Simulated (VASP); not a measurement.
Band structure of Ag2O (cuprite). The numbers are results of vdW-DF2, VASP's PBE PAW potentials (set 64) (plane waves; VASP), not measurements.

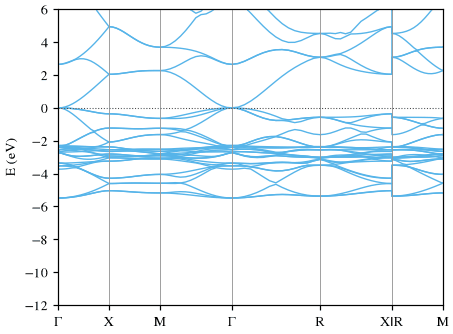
Bands along high-symmetry lines, zero at the valence-band maximum or, without a gap, the Fermi level

Question: Read the plot: is there a gap, and where are the band edges?

Answer: It has no gap at this level: it comes out as a metal or semimetal. (Edges off the drawn lines would not show.)

The compound is Ag2O in the cuprite structure. It was relaxed first, which changed the volume by +14 %.
